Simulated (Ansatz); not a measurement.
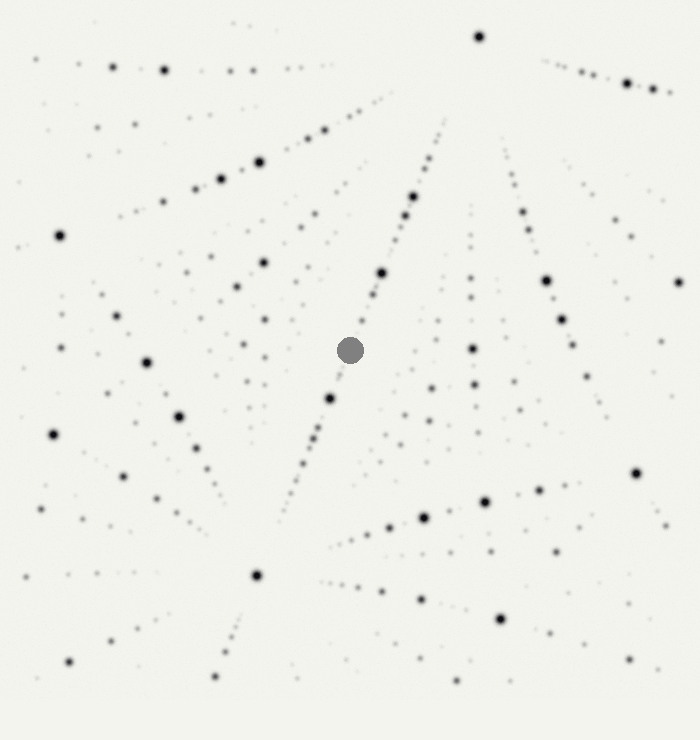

Simulated back-reflection Laue pattern (white X-rays, 0.45 to 2.2 Å, flat plate covering ±45° about the beam, kinematic intensities, seen from the source).

> Which symmetry elements lie along the beam?

m: one mirror line.

The crystal is CdGa2, space group I4/mmm (No. 139), a = 3.70 Å, c = 9.15 Å. Structure: the geometry relaxed with DFT PBE, scalar-relativistic, plane waves, PAW in Ansatz 0.2.0; the starting structure was generated, so it need not be a known form of this composition.

The direction [101] points towards the source.
